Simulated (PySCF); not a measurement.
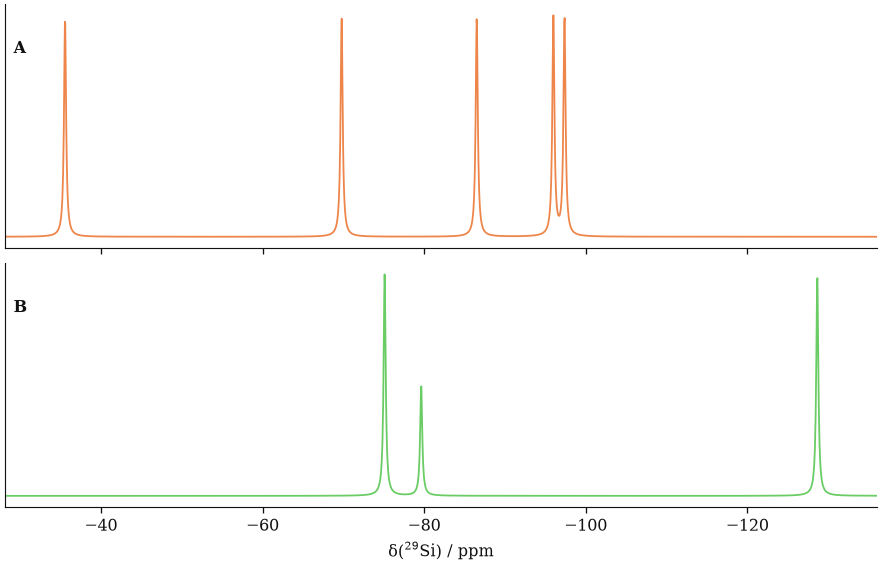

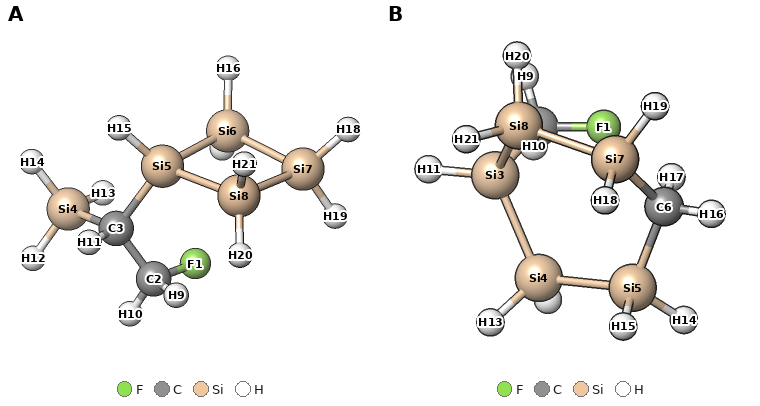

Related molecules: A is C₂H₁₃FSi₅, SMILES FC[C@H]([SiH3])[SiH]1[SiH2][SiH2][SiH2]1; B is C₂H₁₃FSi₅, SMILES FC[SiH]1[SiH2][SiH2]C[SiH2][SiH2]1. GIAO ²⁹Si shifts against TMS, PBE0/pcSseg-1, PySCF 2.14.0, at a GFN2-xTB geometry (no frequency check); fully decoupled, line heights follow the number of nuclei within a panel, widths are arbitrary (no quadrupolar broadening); values of one conformer, averaged over methyl-type rotors and exact or near symmetry; other conformers aren't averaged in.

### Assign the ²⁹Si signals of each molecule.

A: −35.6 (Si5); −69.8 (Si4); −86.5 (Si6); −96.0 (Si7); −97.4 (Si8)
B: −75.1 (Si5, Si7); −79.6 (Si3); −128.7 (Si4, Si8)

The order of signals that lie close, as those under 3 ppm apart, is within the error of the method.

Caveats, for all or some of the runs: the tight-binding geometry is rougher than a DFT one and adds to the error.
